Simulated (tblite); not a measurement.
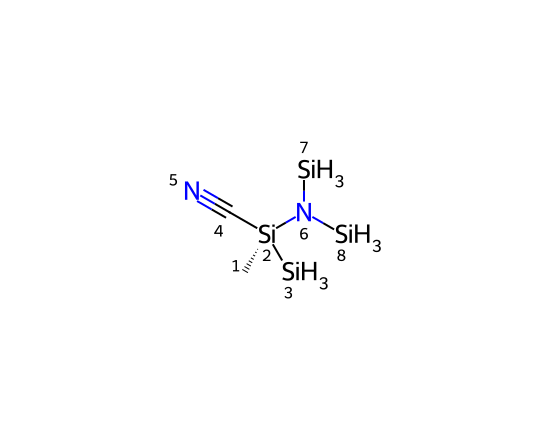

A structural formula, with wedges where it has stereocentres; small numbers name the atoms. The configuration is that of a computed structure (GFN2-xTB).

Question: What are the Cahn–Ingold–Prelog descriptors?

Answer: Si2: S.

Question: Give a SMILES with the stereochemistry.

Answer: C[Si@]([SiH3])(C#N)N([SiH3])[SiH3]
